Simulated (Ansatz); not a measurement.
Band structure of BaAlGe (P-6m2, 3 atoms in the cell).

```xyz
3
Lattice="4.4375 0.0000 0.0000 -2.2187 3.8430 0.0000 0.0000 0.0000 5.3297" Properties=species:S:1:pos:R:3 pbc="T T T"
Ba     0.0000     0.0000     0.0000
Al     2.2188     1.2810     2.6649
Ge     0.0000     2.5620     2.6649
```

Method: PBEsol, PAW files made with PBE (plane waves; Ansatz, a quantum-chemistry and plane-wave program).

Settings: kpoints.mp_grid.grid = 6 6 4; hamiltonian.xc = pbesol; hamiltonian.pseudopotentials = {kind: paw} (an earlier, softer set of the program's PAW files); scf.occupations.method = fermi_dirac; scf.occupations.width = 0.1 eV; kpoints.band_path.npoints = 8.

The starting cell comes from a database of computed structures (which also holds hypothetical and non-ambient phases and stackings), without a prior relaxation at this level. Its lattice was rescaled by a random factor within 2.5 % of one.

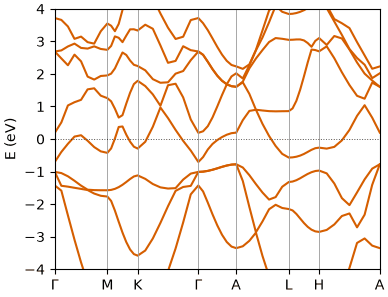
*Bands along the path, energies from the Fermi level.*

Levels in eV from the Fermi level, bands 11 to 17:
| point | 11 | 12 | 13 | 14 | 15 | 16 | 17 |
|---|---|---|---|---|---|---|---|
| Γ | -1.43 | -1.01 | -1.01 | -0.71 | 0.19 | 2.69 | 2.69 |
| M | -5.45 | -1.77 | -1.57 | -0.42 | 1.26 | 1.95 | 2.74 |
| K | -5.19 | -3.58 | -1.12 | -0.29 | 1.79 | 2.24 | 3.33 |
| A | -3.35 | -0.78 | -0.78 | 0.20 | 1.61 | 1.61 | 2.02 |
| L | -5.14 | -2.15 | -1.32 | -0.57 | 0.86 | 3.05 | 3.84 |
| H | -5.47 | -2.85 | -0.97 | -0.26 | 2.69 | 3.10 | 4.25 |

Bands cross the Fermi level along this path, so the cell is metallic at this level.

Keys are those of Ansatz 0.2.
